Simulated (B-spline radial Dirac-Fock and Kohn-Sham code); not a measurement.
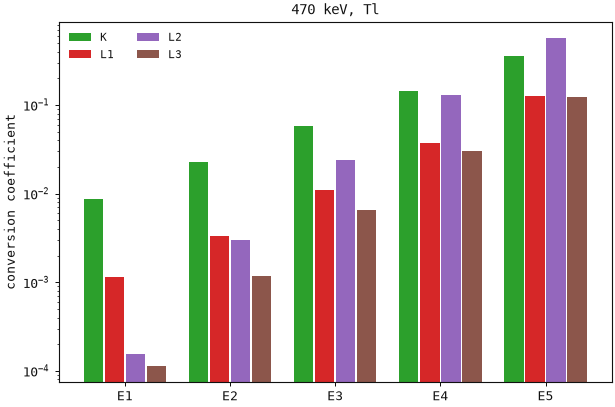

Internal conversion coefficients by shell for electric multipoles at a transition energy of 470 keV (K and L shells). System: thallium (Z = 81). Method: a Dirac–Hartree–Slater potential of the neutral atom, no hole, surface-current nucleus (computed with a B-spline radial code).

### How does the sum of the shells shown change with multipole order?

From 0.0101 for E1 to 1.18 for E5.

### Which of the shells shown converts most for E4?

K, with α = 0.144 out of 0.340 for those shown.

### What are the L1 : L2 : L3 ratios for E4?

1.24 : 4.28 : 1.
